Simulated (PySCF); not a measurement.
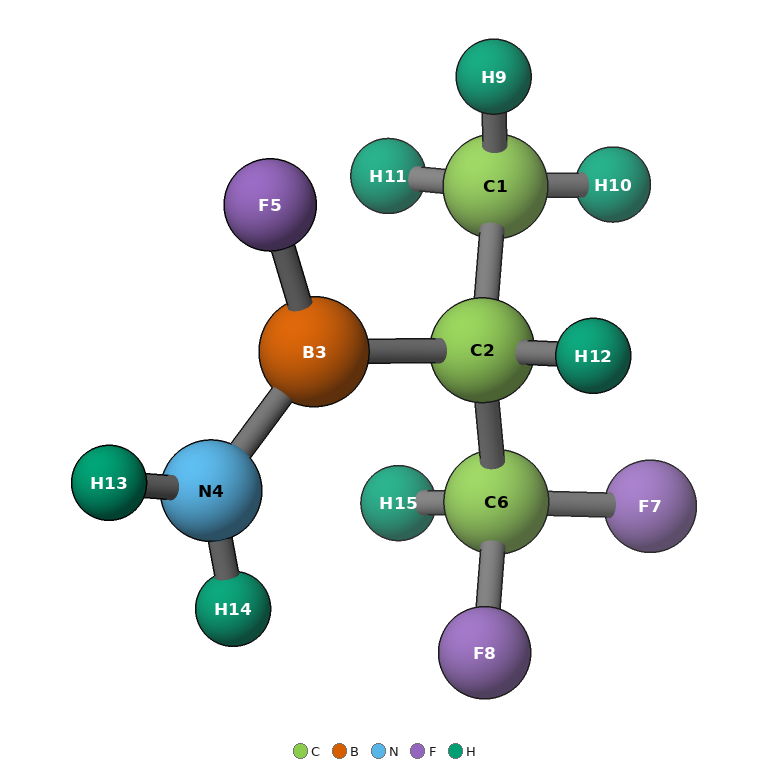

Computed geometry: GFN2-xTB optimisation. No frequency run is at hand to confirm it as a minimum. Properties computed with B3LYP/pcJ-1 indirect spin-spin coupling, non-relativistic, gas phase (PySCF 2.14.0). Isotopes: 11B, 13C, 19F, 1H, 15N.

Give the spin–spin coupling constants of these pairs, with the number of bonds between them: C1/B3, C2/F8, F7/H15, C1/F7, F5/H14, F5/H12, F5/C6.

```
   pair  bonds apart  J (Hz)
 C1, B3            2    −2.6
 C2, F8            2    17.7
F7, H15            2    63.9
 C1, F7            3     2.1
F5, H14            3    28.3
F5, H12            3    −1.4
 F5, C6            3     8.6
```

Density functionals are unreliable for couplings to fluorine, so those rows may be far off.

The geometry is semi-empirical. Around B such bond lengths and angles can be off by a tenth of an ångström or more and by several degrees, and values that hang on the shape move with them.
